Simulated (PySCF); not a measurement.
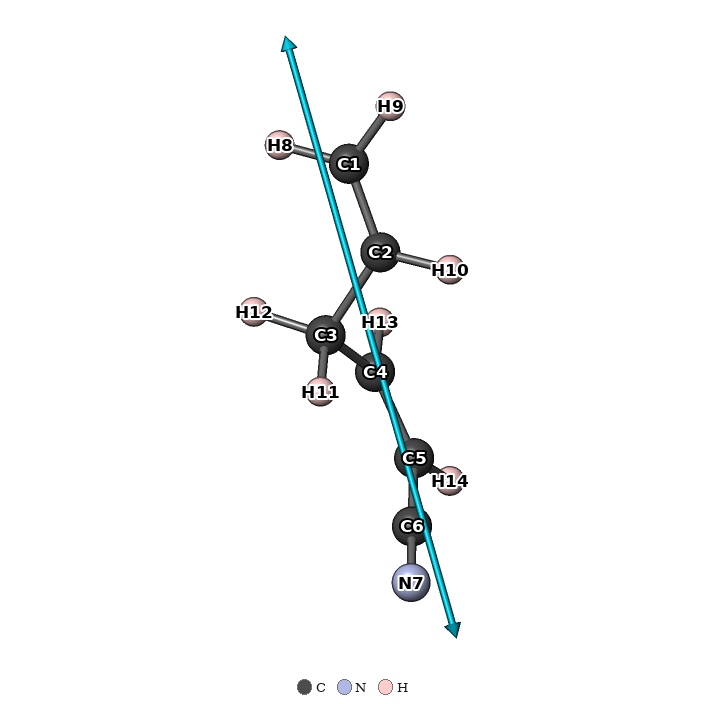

The double arrow shows the direction of the transition dipole to excited singlet state 2 (its length means nothing). The computed structure is the end point of a GFN2-xTB optimisation. No frequency run is at hand to confirm it as a minimum. Method: TDDFT PBE0/def2-SVPD, vertical, gas phase, core orbitals frozen in the response (PySCF 2.14.0).

> How is the transition polarised?

Nearly parallel to the C1–C2 bond.

> Where does the transition lie, and how strong is it?

6.09 eV (204 nm), oscillator strength 0.34, mainly HOMO−1 → LUMO (weight 0.69); transition dipole 3.85 D.
